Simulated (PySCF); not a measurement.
# Run report: Si5H9Br, geometry relaxation

The run: geometry relaxation of Si5H9Br, SMILES Br[SiH]1[SiH2][SiH2][SiH2][SiH2]1. Method and program: PBE0-D3(BJ)/def2-SVP geometry optimisation, gas phase (PySCF 2.14.0).

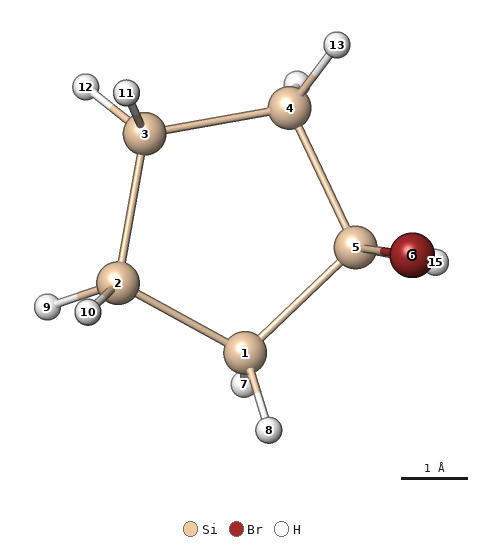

The input geometry (ball-and-stick view, seen on its broad side; atoms are numbered from 1 in the order of the input).

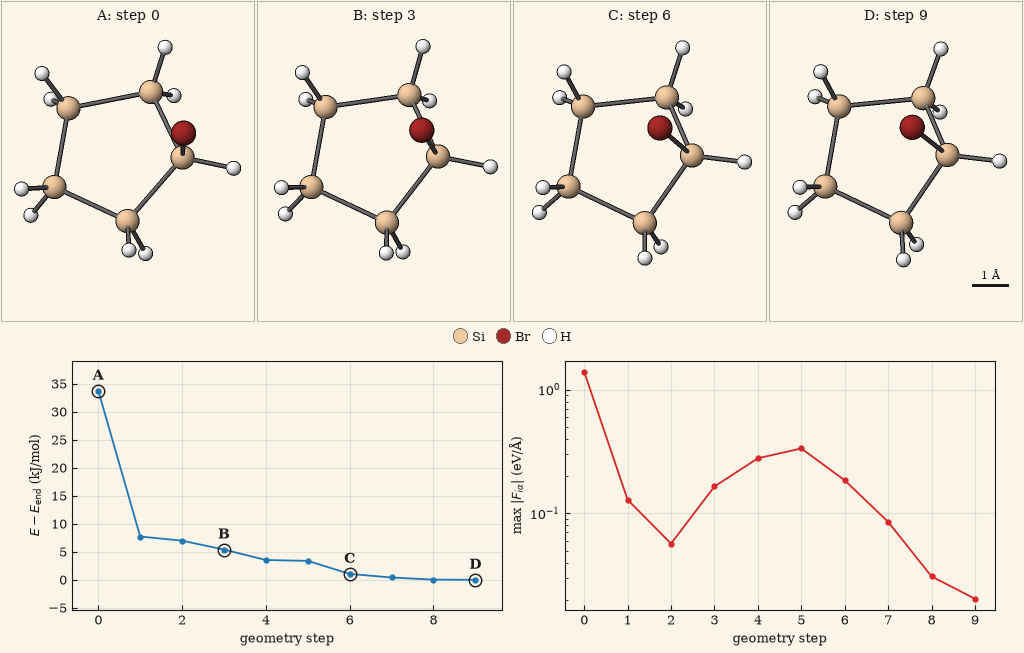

Frames of the relaxation (ball-and-stick view, seen at a tilt) above the curves, on which the letters mark them (steps are counted from 0).

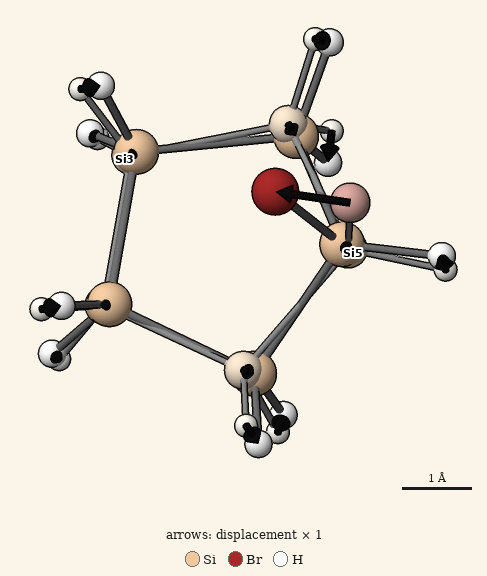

Start (faint) and end (solid) with the displacements as black arrows, at true length (ball-and-stick view, seen at a tilt). The two geometries are laid on each other by the best rigid fit. The atom that moves furthest after the best rigid fit is Br6 (1.11 Å). Largest moves by element: Br 1.11 Å, H 0.62 Å, Si 0.27 Å. Among the contacts that change: Si4–H13 1.429 → 1.493 Å, Si1–Si2 2.309 → 2.358 Å, Si2–H10 1.455 → 1.495 Å, Si2–Si3 2.331 → 2.368 Å. Among the angles that change: Br6–Si5–H15 98.6° → 108.3°, Si2–Si1–Si5 106.2° → 99.5°, Si5–Si4–H14 105.0° → 110.7°. Over 9 geometry steps the energy falls by 33.7 kJ/mol. Largest force component: 1.4 eV/Å at the start, 0.02 eV/Å at the end. (Atoms are counted from 1 in the order of the input.)

These pictures come from the run below.

**The input**
```
{"job": {"xc": "PBE0", "basis": "def2-SVP", "d3": "d3bj", "grid": 2, "kind": "geom", "shake": 0.01}, "charge": 0, "multiplicity": 1}
Si    -1.970471     0.155756     0.189621
Si    -0.781047    -1.821369     0.273183
Si     1.487563    -1.290342     0.205969
Si     1.748206     1.041845     0.085423
Si    -0.436359     1.816717    -0.440329
Br    -0.526403     1.948787    -2.707510
H     -2.502166     0.566817     1.503706
H     -3.147656     0.169393    -0.697432
H     -1.125181    -2.559671     1.509009
H     -1.156868    -2.709860    -0.816424
H      2.173894    -1.935333    -0.907458
H      2.217533    -1.792432     1.406533
H      2.704602     1.538282    -0.853311
H      2.057001     1.635055     1.392041
H     -0.753573     3.210984    -0.128351
```

The first line tells a small driver script what to run in PySCF; the rest is the geometry in Å.

Run as:
```bash
OMP_NUM_THREADS=1 python <driver script> task.json out
```

**Log**
```
step   0  E = -4025.42306262  max force = 0.027011
step   1  E = -4025.43297175  max force = 0.002499
step   2  E = -4025.43325530  max force = 0.001106
step   3  E = -4025.43385854  max force = 0.003203
step   4  E = -4025.43456846  max force = 0.005411
step   5  E = -4025.43462762  max force = 0.006495
step   6  E = -4025.43551453  max force = 0.003591
step   7  E = -4025.43575702  max force = 0.001659
step   8  E = -4025.43590307  max force = 0.000602
step   9  E = -4025.43591616  max force = 0.000396
optimisation converged
```

**Trajectory as extended XYZ (Å, eV, eV/Å), 10 frames, from step=0 to step=9**
```
15
Properties=species:S:1:pos:R:3:forces:R:3 step=0 energy=-109537.34085
Si   -1.9705    0.1558    0.1896   -0.0992   0.6602  -0.0028
Si   -0.7811   -1.8214    0.2732    0.0469  -0.0377   0.4001
Si    1.4876   -1.2903    0.2060    0.3534   0.2318   0.4912
Si    1.7482    1.0418    0.0854   -1.3890  -0.1951   0.4647
Si   -0.4364    1.8167   -0.4403    0.3481  -0.3373  -0.8484
Br   -0.5264    1.9488   -2.7075    0.0532  -0.2647  -0.0068
H    -2.5022    0.5668    1.5037   -0.0179  -0.0521   0.5333
H    -3.1477    0.1694   -0.6974   -0.2036  -0.0947  -0.3830
H    -1.1252   -2.5597    1.5090    0.0097  -0.0781   0.3467
H    -1.1569   -2.7099   -0.8164   -0.1323  -0.3792  -0.7117
H     2.1739   -1.9353   -0.9075    0.1958  -0.2727  -0.7075
H     2.2175   -1.7924    1.4065   -0.0922  -0.0069   0.2082
H     2.7046    1.5383   -0.8533    0.8637   0.3364  -0.9458
H     2.0570    1.6351    1.3920    0.1831   0.0523   0.6101
H    -0.7536    3.2110   -0.1283   -0.1196   0.4377   0.5516
15
Properties=species:S:1:pos:R:3:forces:R:3 step=1 energy=-109537.61049
Si   -1.9904    0.2304    0.2177   -0.0926   0.0813  -0.0027
Si   -0.7899   -1.7921    0.3049    0.0058  -0.0896  -0.0015
Si    1.5138   -1.2618    0.2395    0.0312  -0.0211  -0.0307
Si    1.6879    1.0882    0.1199    0.0029  -0.0492   0.1249
Si   -0.4329    1.8079   -0.5684   -0.0895   0.0000   0.0086
Br   -0.4421    1.5935   -2.8134    0.0109  -0.0313   0.0752
H    -2.4696    0.5950    1.5916    0.0503   0.0117  -0.0202
H    -3.1633    0.1847   -0.7115    0.0214  -0.0296   0.0396
H    -1.1106   -2.5334    1.5667   -0.0052   0.0188  -0.0186
H    -1.1544   -2.6600   -0.8568    0.0072   0.0006  -0.0228
H     2.1639   -1.8931   -0.9512   -0.0309   0.0130  -0.0177
H     2.1992   -1.7768    1.4671   -0.0085   0.0255   0.0033
H     2.7100    1.5438   -0.8585    0.1285   0.0410  -0.0713
H     2.0176    1.6315    1.4775   -0.0366   0.0073  -0.0071
H    -0.7599    3.2215   -0.2140    0.0049   0.0217  -0.0590
15
Properties=species:S:1:pos:R:3:forces:R:3 step=2 energy=-109537.61821
Si   -1.9926    0.2344    0.2270   -0.0270   0.0385  -0.0031
Si   -0.7915   -1.7928    0.2983    0.0055  -0.0350  -0.0177
Si    1.5127   -1.2595    0.2333    0.0086  -0.0083  -0.0196
Si    1.6903    1.0912    0.1307    0.0165   0.0045   0.0138
Si   -0.4350    1.8050   -0.5692   -0.0229   0.0022   0.0569
Br   -0.4348    1.5539   -2.8057    0.0092  -0.0393  -0.0057
H    -2.4577    0.6061    1.6019    0.0341   0.0019   0.0093
H    -3.1697    0.1812   -0.6925   -0.0112  -0.0120   0.0158
H    -1.1103   -2.5384    1.5564   -0.0080   0.0002  -0.0015
H    -1.1581   -2.6534   -0.8691    0.0080   0.0123  -0.0081
H     2.1588   -1.8818   -0.9640   -0.0197   0.0111  -0.0125
H     2.1970   -1.7779    1.4593    0.0020   0.0075   0.0037
H     2.7269    1.5481   -0.8431    0.0244   0.0106   0.0133
H     2.0054    1.6377    1.4897   -0.0234  -0.0059   0.0051
H    -0.7621    3.2254   -0.2417    0.0040   0.0118  -0.0496
15
Properties=species:S:1:pos:R:3:forces:R:3 step=3 energy=-109537.63462
Si   -1.9933    0.2504    0.2648    0.0720  -0.0557  -0.0229
Si   -0.7960   -1.7891    0.2748    0.0040   0.0844  -0.0115
Si    1.5081   -1.2479    0.2101   -0.0334   0.0121   0.0254
Si    1.6889    1.1038    0.1713    0.0211   0.0853  -0.1647
Si   -0.4371    1.7909   -0.5800    0.0937   0.0182   0.1008
Br   -0.4009    1.3936   -2.7908    0.0083  -0.0540  -0.0999
H    -2.4048    0.6399    1.6491    0.0058  -0.0238   0.0488
H    -3.1934    0.1798   -0.6183   -0.0603   0.0354  -0.0080
H    -1.1072   -2.5590    1.5181   -0.0100  -0.0315   0.0137
H    -1.1733   -2.6162   -0.9142    0.0051   0.0238   0.0120
H     2.1413   -1.8314   -1.0123    0.0095   0.0027   0.0008
H     2.1930   -1.7882    1.4256    0.0234  -0.0302  -0.0117
H     2.7641    1.5698   -0.7728   -0.1331  -0.0224   0.1232
H     1.9535    1.6516    1.5392   -0.0011  -0.0391   0.0297
H    -0.7635    3.2314   -0.3533   -0.0049  -0.0051  -0.0357
15
Properties=species:S:1:pos:R:3:forces:R:3 step=4 energy=-109537.65394
Si   -1.9871    0.2767    0.3238    0.1176  -0.1357  -0.0610
Si   -0.8023   -1.7747    0.2394    0.0067   0.1787   0.0174
Si    1.5011   -1.2269    0.1748   -0.0687   0.0238   0.0709
Si    1.6760    1.1238    0.2330    0.0381   0.1367  -0.2782
Si   -0.4353    1.7648   -0.6051    0.1662   0.0473   0.1209
Br   -0.3413    1.1333   -2.7595    0.0115  -0.0725  -0.1424
H    -2.3139    0.6825    1.7242   -0.0137  -0.0424   0.0706
H    -3.2281    0.1961   -0.4975   -0.0899   0.0794  -0.0118
H    -1.1032   -2.5898    1.4551   -0.0110  -0.0522   0.0161
H    -1.1990   -2.5434   -0.9818    0.0018   0.0233   0.0241
H     2.1178   -1.7452   -1.0838    0.0355  -0.0080   0.0130
H     2.1934   -1.8110    1.3653    0.0413  -0.0568  -0.0303
H     2.7974    1.6131   -0.6537   -0.2306  -0.0379   0.1685
H     1.8647    1.6585    1.6176    0.0111  -0.0663   0.0478
H    -0.7609    3.2216   -0.5407   -0.0160  -0.0173  -0.0255
15
Properties=species:S:1:pos:R:3:forces:R:3 step=5 energy=-109537.65555
Si   -1.9630    0.3297    0.4277    0.0715  -0.2182  -0.1230
Si   -0.8151   -1.7322    0.1748    0.0233   0.2104   0.0861
Si    1.4885   -1.1800    0.1109   -0.0896  -0.0065   0.1352
Si    1.6341    1.1609    0.3425    0.1176   0.1653  -0.3340
Si   -0.4242    1.7018   -0.6684    0.1892   0.0925   0.1424
Br   -0.2193    0.6356   -2.6439   -0.0147   0.0058  -0.2164
H    -2.1294    0.7540    1.8499   -0.0191  -0.0458   0.0686
H    -3.2804    0.2574   -0.2656   -0.0949   0.1126   0.0006
H    -1.1031   -2.6356    1.3295   -0.0106  -0.0590   0.0170
H    -1.2500   -2.3858   -1.0978   -0.0028   0.0010   0.0415
H     2.0794   -1.5717   -1.2032    0.0653  -0.0311   0.0380
H     2.2043   -1.8520    1.2395    0.0536  -0.0644  -0.0408
H     2.8213    1.7065   -0.4200   -0.2686  -0.0494   0.1477
H     1.6800    1.6519    1.7543    0.0056  -0.0839   0.0498
H    -0.7436    3.1388   -0.9192   -0.0258  -0.0292  -0.0126
15
Properties=species:S:1:pos:R:3:forces:R:3 step=6 energy=-109537.67968
Si   -1.9744    0.3012    0.3721    0.0618  -0.1095  -0.0751
Si   -0.8066   -1.7519    0.2117    0.0032   0.1370   0.0408
Si    1.4976   -1.2076    0.1475   -0.0541   0.0276   0.0683
Si    1.6521    1.1420    0.2833    0.0297   0.0802  -0.1847
Si   -0.4274    1.7370   -0.6427    0.1041   0.0183   0.0485
Br   -0.2811    0.8972   -2.7325    0.0032  -0.0315  -0.0485
H    -2.2119    0.7057    1.7922   -0.0061  -0.0287   0.0410
H    -3.2652    0.2424   -0.3753   -0.0444   0.0692   0.0092
H    -1.1033   -2.6148    1.3968   -0.0059  -0.0312  -0.0009
H    -1.2220   -2.4644   -1.0352    0.0043   0.0008   0.0094
H     2.1070   -1.6660   -1.1372    0.0268  -0.0185   0.0089
H     2.2060   -1.8413    1.3034    0.0294  -0.0341  -0.0307
H     2.8011    1.6724   -0.5288   -0.1359  -0.0157   0.0869
H     1.7632    1.6367    1.6913   -0.0006  -0.0515   0.0345
H    -0.7558    3.1905   -0.7355   -0.0156  -0.0124  -0.0077
15
Properties=species:S:1:pos:R:3:forces:R:3 step=7 energy=-109537.68628
Si   -1.9708    0.3035    0.3743    0.0257  -0.0568  -0.0463
Si   -0.8059   -1.7458    0.2103   -0.0048   0.0710   0.0261
Si    1.4986   -1.2059    0.1465   -0.0264   0.0242   0.0359
Si    1.6454    1.1441    0.2853    0.0134   0.0331  -0.0853
Si   -0.4245    1.7332   -0.6517    0.0447   0.0024   0.0142
Br   -0.2736    0.8725   -2.7359    0.0025  -0.0173  -0.0131
H    -2.1904    0.7000    1.8007    0.0016  -0.0155   0.0201
H    -3.2739    0.2640   -0.3551   -0.0189   0.0429   0.0119
H    -1.1044   -2.6170    1.3898   -0.0039  -0.0155  -0.0045
H    -1.2213   -2.4533   -1.0390    0.0078  -0.0055   0.0013
H     2.1102   -1.6610   -1.1386    0.0092  -0.0165   0.0036
H     2.2131   -1.8487    1.2938    0.0167  -0.0144  -0.0171
H     2.7924    1.6905   -0.5078   -0.0506   0.0035   0.0353
H     1.7412    1.6191    1.7018   -0.0068  -0.0312   0.0197
H    -0.7570    3.1839   -0.7634   -0.0101  -0.0045  -0.0019
15
Properties=species:S:1:pos:R:3:forces:R:3 step=8 energy=-109537.69026
Si   -1.9644    0.3098    0.3820   -0.0128   0.0044  -0.0022
Si   -0.8061   -1.7359    0.2036   -0.0128  -0.0129   0.0023
Si    1.4992   -1.2003    0.1409    0.0085   0.0132  -0.0056
Si    1.6343    1.1494    0.2936    0.0046  -0.0149   0.0173
Si   -0.4208    1.7238   -0.6689   -0.0167  -0.0100  -0.0202
Br   -0.2573    0.8114   -2.7339   -0.0001   0.0059   0.0149
H    -2.1454    0.6964    1.8180    0.0083   0.0019  -0.0037
H    -3.2887    0.3017   -0.3109    0.0047   0.0043   0.0074
H    -1.1067   -2.6221    1.3721   -0.0011   0.0028  -0.0038
H    -1.2198   -2.4337   -1.0516    0.0104  -0.0073  -0.0034
H     2.1110   -1.6488   -1.1469   -0.0107  -0.0100  -0.0013
H     2.2231   -1.8574    1.2742    0.0000   0.0075   0.0031
H     2.7849    1.7248   -0.4630    0.0309   0.0154  -0.0096
H     1.6954    1.5915    1.7235   -0.0111  -0.0026   0.0005
H    -0.7594    3.1688   -0.8217   -0.0019   0.0023   0.0043
15
Properties=species:S:1:pos:R:3:forces:R:3 step=9 energy=-109537.69061
Si   -1.9633    0.3110    0.3833   -0.0095   0.0047   0.0018
Si   -0.8066   -1.7353    0.2012   -0.0101  -0.0136   0.0007
Si    1.4989   -1.1986    0.1388    0.0087   0.0078  -0.0054
Si    1.6330    1.1507    0.2954    0.0048  -0.0097   0.0114
Si   -0.4206    1.7217   -0.6729   -0.0112  -0.0076  -0.0163
Br   -0.2546    0.8005   -2.7336   -0.0008   0.0076   0.0097
H    -2.1342    0.6972    1.8207    0.0070   0.0025  -0.0037
H    -3.2919    0.3083   -0.3011    0.0036  -0.0003   0.0045
H    -1.1074   -2.6231    1.3684   -0.0009   0.0030  -0.0019
H    -1.2177   -2.4331   -1.0549    0.0078  -0.0041  -0.0026
H     2.1092   -1.6486   -1.1492   -0.0091  -0.0064  -0.0012
H     2.2235   -1.8560    1.2715   -0.0010   0.0066   0.0038
H     2.7873    1.7319   -0.4523    0.0204   0.0077  -0.0040
H     1.6841    1.5869    1.7275   -0.0087   0.0000  -0.0006
H    -0.7604    3.1659   -0.8319   -0.0009   0.0017   0.0038
```

**Results in brief**

| quantity | value |
| --- | --- |
| outcome | converged |
| total energy | −4025.435916 hartree |
| dipole moment | 1.35 D |
| point group | Cs |
| hardware | 1 CPU thread, shared host |
| wall time | 3.6 min |
| peak memory | 0.86 GiB |
